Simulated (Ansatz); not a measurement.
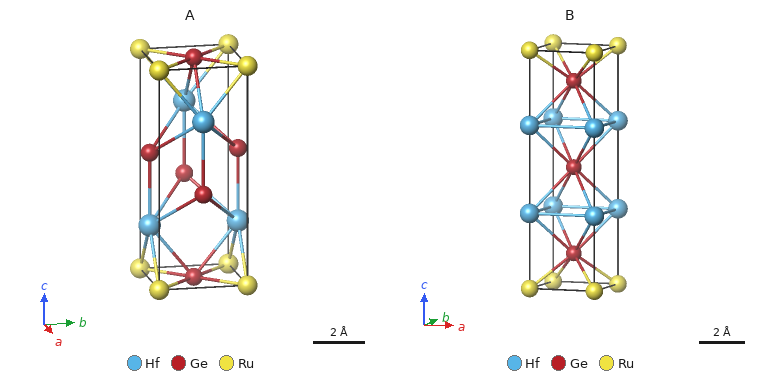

Two structures of Hf$_{2}$Ge$_{3}$Ru, each relaxed to rest (conventional cells in solid outline, small ones repeated, not to one scale). Method: DFT PBE, scalar-relativistic, plane waves, PAW (Ansatz 0.2.0), without spin polarisation.

### What structure does each panel show?

A: 6 atoms a cell on a primitive tetragonal lattice, P-4m2. B: 6 atoms a cell on a primitive tetragonal lattice, P4/mmm.

### Which structure wins energetically, and by what margin?

B is lower, by 148 meV/atom at this level of theory (energies at zero smearing). Volumes: A 18.6, B 17.0 Å³/atom.

One or both may be structure types tried for this composition rather than known phases.
